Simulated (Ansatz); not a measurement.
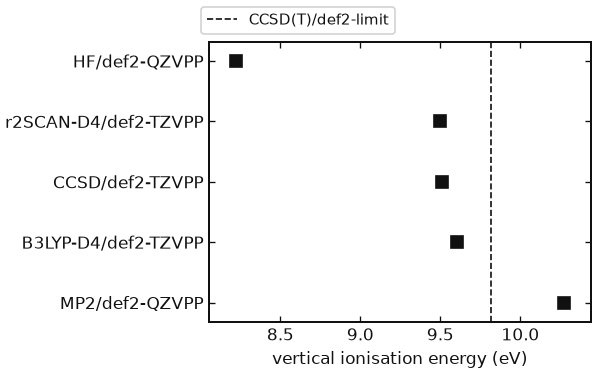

Vertical ionisation energy of C₂H₄OS, SMILES O=S1CC1, taken as the energy of the cation less that of the neutral at fixed geometry (unrestricted doublet cation, cores frozen in correlated methods, no spin-orbit coupling), the Ansatz code 0.2.0, at a PBE0-D4/def2-TZVP geometry (a minimum by its frequencies). Limit means an estimate of the basis limit from triple and quadruple zeta; for coupled cluster it is either extrapolated directly or built as the MP2 limit plus the step from MP2 in triple zeta. The distance of CCSD/def2-TZVPP and MP2/def2-QZVPP to the limit includes basis error.

Which level comes closest to the line (CCSD(T)/def2-limit), and which misses most?

Answer. Closest B3LYP-D4/def2-TZVPP (9.60 eV), against 9.81 eV; farthest HF/def2-QZVPP (8.22 eV).

What range do the values span, the line included?

Answer. From 8.22 eV (HF/def2-QZVPP) to 10.28 eV (MP2/def2-QZVPP).
